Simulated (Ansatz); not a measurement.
**BNH2O (SMILES BN=O) at 6 levels**

Aim: a comparison of 6 runs (B3LYP/STO-3G, HSE06/STO-3G, PBE0/STO-3G, UPBE0/STO-3G, revPBE/STO-3G, FCI/STO-3G) of BNH2O. 

The results are computed with Ansatz 0.2.0.

59 further runs of the same task are left out: 4 that didn't finish, 55 set aside as unsound or not needed.

**1. The molecule**

The species is BNH2O (5 atoms), meant as a singlet with charge 0. As SMILES, `BN=O`. The N2–B1 distance was set to 1.618 Å, away from the relaxed value.

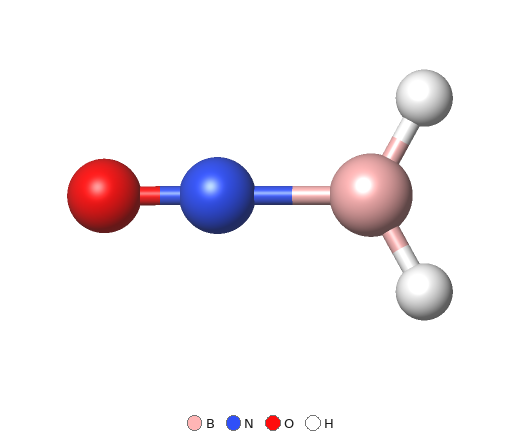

The structure, seen from a chosen angle (boron pink, nitrogen blue, oxygen red, hydrogen white).

**2. A single-point energy at B3LYP/STO-3G (run 1)**

File molecule.yaml:

```yaml
crystal:
  periodic: [false, false, false]
  atoms:
    - {symbol: B, position_ang: [-0.487870, 0.618896, -0.332330]}
    - {symbol: N, position_ang: [0.435210, -0.552070, 0.296940]}
    - {symbol: O, position_ang: [1.113730, -1.415380, 0.760240]}
    - {symbol: H, position_ang: [-1.343550, 0.326096, -1.067370]}
    - {symbol: H, position_ang: [-0.271350, 1.725016, -0.035030]}
basis:
  gaussian:
    orbitals: STO-3G
hamiltonian:
  xc: {name: B3LYP}
accuracy: high
```

Command:

```bash
$ ansatz run molecule.yaml --threads 1 --pin off --max-ram 2610MiB --events-out events.jsonl --progress --plain --runs-dir runs
```

Output:

```text
Warning: RAYON_NUM_THREADS=1 ignored (pool sized by the plan → 1); use --threads N
Functional definition: B3LYP
  name "B3LYP"
  parameter a0 = 0.2
  parameter ax = 0.72
  parameter ac = 0.81
  exchange = (1 - a0 - ax)*slater_x + ax*b88_x + a0*exact_x
  correlation = (1 - ac)*vwn_rpa_c + ac*lyp_c
293 factors; integrals over basis functions are off by at most 2.9e-8 eV
mean field evaluation 1: about -4184.6533 eV, gradient 1.7e1 eV
mean field evaluation 2: about -4181.9598 eV, gradient 2.9e1 eV
mean field evaluation 4: about -4185.7685 eV, gradient 5.0e0 eV
mean field evaluation 8: about -4185.7747 eV, gradient 3.8e-2 eV
mean field evaluation 16: about -4185.7747 eV, gradient 6.2e-7 eV
mean field -4185.77474517 eV, -153.8243846649 hartree, gradient 1.1e-8 eV, S^2 0.000000; 0 other end points of the search recorded, 0 dependent functions left out
reference -4185.77476849 eV, -153.8243855218 hartree; 11, 11 occupied and 6, 6 virtual orbitals, 293 factors
Total energy: -4185.77476849 eV, -153.8243855218 hartree
```

Wall time 1 s (1 thread of Arm Neoverse V1, shared host); peak memory 0.09 GiB.

**3. A single-point energy at HSE06/STO-3G (run 2)**

File input.yaml:

```yaml
crystal:
  periodic: [false, false, false]
  atoms:
    - {symbol: B, position_ang: [-0.487870, 0.618896, -0.332330]}
    - {symbol: N, position_ang: [0.435210, -0.552070, 0.296940]}
    - {symbol: O, position_ang: [1.113730, -1.415380, 0.760240]}
    - {symbol: H, position_ang: [-1.343550, 0.326096, -1.067370]}
    - {symbol: H, position_ang: [-0.271350, 1.725016, -0.035030]}
basis:
  gaussian:
    orbitals: STO-3G
hamiltonian:
  xc: hse06
accuracy: high
```

Command:

```bash
$ ansatz run input.yaml --threads 1 --pin off --max-ram 2610MiB --events-out events.jsonl --progress --plain --runs-dir runs
```

Output:

```text
Warning: RAYON_NUM_THREADS=1 ignored (pool sized by the plan → 1); use --threads N
Functional definition: HSE06
  name "HSE06"
  parameter a = 0.25
  parameter omega = 0.11/bohr
  exchange = pbe_x - a*pbe_x_sr(omega) + a*exact_x_sr(omega)
  correlation = pbe_c
293 factors; integrals over basis functions are off by at most 2.9e-8 eV
52 factors; integrals over basis functions are off by at most 5.7e-10 eV
mean field evaluation 1: about -4179.9173 eV, gradient 1.8e1 eV
mean field evaluation 2: about -4175.8342 eV, gradient 3.4e1 eV
mean field evaluation 4: about -4181.1709 eV, gradient 6.3e0 eV
mean field evaluation 8: about -4181.2265 eV, gradient 5.8e-2 eV
mean field evaluation 16: about -4181.2265 eV, gradient 4.5e-7 eV
mean field -4181.22647680 eV, -153.6572388854 hartree, gradient 3.9e-8 eV, S^2 0.000000; 0 other end points of the search recorded, 0 dependent functions left out
reference -4181.22647828 eV, -153.6572389396 hartree; 11, 11 occupied and 6, 6 virtual orbitals, 293 factors
Total energy: -4181.22647828 eV, -153.6572389396 hartree
```

Wall time 1.2 s (1 thread of Arm Neoverse V1, shared host); peak memory 0.091 GiB.

Runs 3 to 5 aren't shown in full; the table further down has their settings and results.

**4. A single-point energy at FCI/STO-3G (run 6)**

molecule.yaml: that of step 2 with these lines changed.

```diff
@@ -11,4 +11,6 @@
     orbitals: STO-3G
-hamiltonian:
-  xc: {name: B3LYP}
+total_charge: 0
+correlation:
+  method: fci
+  frozen_orbitals: {B: 1, H: 0, "N": 1, O: 1}
 accuracy: high
```

Command:

```bash
$ ansatz run molecule.yaml --threads 1 --pin off --max-ram 2610MiB --events-out events.jsonl --progress --plain --runs-dir runs
```

Output:

```text
Warning: RAYON_NUM_THREADS=1 ignored (pool sized by the plan → 1); use --threads N
Functional definition: HF
  name "HF"
  exchange = exact_x
  correlation = 0
293 factors; integrals over basis functions are off by at most 2.9e-8 eV
mean field evaluation 1: about -4161.1701 eV, gradient 1.9e1 eV
mean field evaluation 2: about -4161.2384 eV, gradient 1.9e1 eV
mean field evaluation 4: about -4162.5996 eV, gradient 2.4e0 eV
mean field evaluation 8: about -4162.6417 eV, gradient 5.2e-2 eV
mean field -4162.64166724 eV, -152.9742597312 hartree, gradient 2.5e-8 eV, S^2 0.000000; 0 other end points of the search recorded, 0 dependent functions left out; unrestricted orbitals would lower it
mean field evaluation 16: about -4162.6835 eV, gradient 3.9e0 eV
3 core orbitals not correlated: weight in the atoms' cores, before any rotation towards them, 1.000 or more for the frozen orbitals, at most 0.000 for the correlated occupied ones
reference -4162.64166724 eV, -152.9742597312 hartree; 8, 8 occupied and 6, 6 virtual orbitals, 293 factors
state -4168.68560571 eV, -153.1963703732 hartree
Total energy: -4168.68560571 eV, -153.1963703732 hartree
```

Wall time 91 s (1 thread of Arm Neoverse V1, shared host); peak memory 0.72 GiB.

**5. Overview of the runs**

| run | level | frozen core orbitals | energy (Eh) | wall time |
| --- | --- | --- | --- | --- |
| 1 | B3LYP/STO-3G | – | -153.824386 | 1 s |
| 2 | HSE06/STO-3G | – | -153.657239 | 1.2 s |
| 3 | PBE0/STO-3G | – | -153.664354 | 0.97 s |
| 4 | UPBE0/STO-3G | – | -153.670556 | 3.9 s |
| 5 | revPBE/STO-3G | – | -153.814622 | 0.91 s |
| 6 | FCI/STO-3G | 3 | -153.196370 | 91 s |

**6. What came out**

| quantity | value |
| --- | --- |
| run 6: total energy | -153.19637 Eh |
| run 6: correlation energy (3 core orbitals frozen) | -222.1 mEh |

**Reading.** Totals of different functionals can't be ranked against each other. In runs 1, 2, 3, 4, 5, 6 the basis is minimal, so the values are rough. Spin contamination of the reference: run 4 ⟨S²⟩ = 0.60. Where it is this large, the reference is a mixture of spin states, and values that rest on it are in doubt. All runs together took 99 s, the longest 91 s.
